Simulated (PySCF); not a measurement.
## Electronic structure of C$_{4}$H$_{11}$NSi$_{2}$ in real space

Input file:

```
{"job": {"kind": "nmr", "xc": "PBE0", "basis": "pcSseg-1"}, "charge": 0, "multiplicity": 1}
C      2.955730    -0.326377    -0.195228
C      1.696157    -0.629864    -0.457804
C      0.513288     0.005882     0.175595
C     -0.511025    -1.030313     0.664244
Si    -2.186627    -0.176105     0.927065
N     -1.953228     1.063167    -0.266082
Si    -0.394488     1.211754    -1.003591
H      3.779760    -0.801776    -0.700740
H      3.215236     0.419106     0.539274
H      1.471496    -1.384572    -1.202602
H      0.853263     0.588358     1.037936
H     -0.621934    -1.803726    -0.099074
H     -0.138342    -1.533438     1.557840
H     -3.340990    -1.010973     0.583220
H     -2.346778     0.404615     2.266331
H     -2.706507     1.672696    -0.530082
H     -0.405506     0.755496    -2.398453
H      0.111737     2.582389    -0.909506
```

Command:

```sh
OMP_NUM_THREADS=1 python probes_run.py task.json out
```

Geometry: GFN2-xTB.

Level of theory: PBE0/pcSseg-1, SCF density, gas phase, non-relativistic (PySCF).

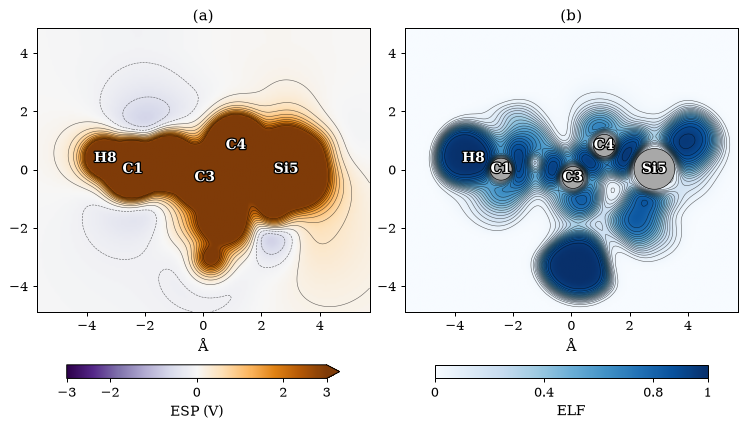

Figure 1. (a) electrostatic potential; (b) ELF on the plane of atoms C3, C4 and Si5. Grey discs cover the atomic cores in the ELF map.

Question: Interpret the plot.

Answer:
- The plane passes through C, Si and H nuclei.
- C–Si (1.90 Å): the ELF peaks at about 0.95 between the atoms, as expected for a covalent bond.
- C–H (1.08 Å): the ELF climbs to about 1 towards the hydrogen, as it does in any bond to H: a covalent bond by its length.
- Outside the dense part of the molecule the potential is most negative (−0.7 V) near N6, which lies off the plane.

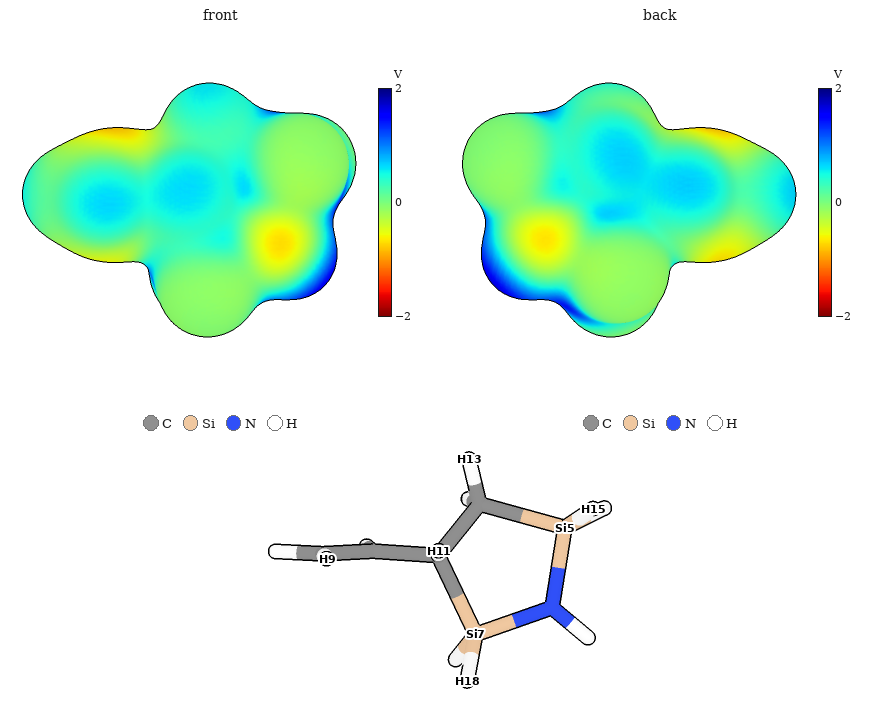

Figure 2. The electrostatic potential painted on the density surface at 0.002 e/bohr³, seen from the front and from behind; red is negative and blue positive. The bare structure is drawn below in the same view.

Question: Where is the surface potential most negative and most positive?

Answer: The most negative region (about −0.8 V) lies over the π face of C1 and C2, the most positive (about +1.6 V) over H16.

Question: How polar is the molecule by this calculation?

Answer: Its dipole moment is 0.55 D.
